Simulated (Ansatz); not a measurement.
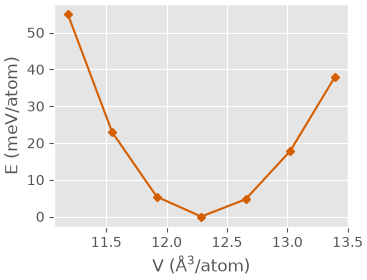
Figure: Cu₃Ge in space group P-6m2 (No. 187; Cu on 1b, Cu on 2i, Ge on 1a) under volume change, DFT-LDA in the program Ansatz with PAW potentials, shape and atoms relaxed at each volume.

### Question
What does a third-order Birch–Murnaghan fit give for V₀, B₀ and B′?

### Answer
V₀ = 12.29 Å³/atom, B₀ = 145 GPa, B′ = 5.2.

The workflow started from a Materials Project entry (that database holds measured and hypothetical structures alike); the Crystallography Open Database copy checked does not list it. Whether it is the stable phase at ambient conditions was not checked. The LDA relaxation kept the symmetry of its start; its stability against distortions is not shown here. The run is not spin-polarised. Its formation energy is positive at this level, so the cell may be metastable or incomplete.

Potentials: the later of the program's two PAW sets.
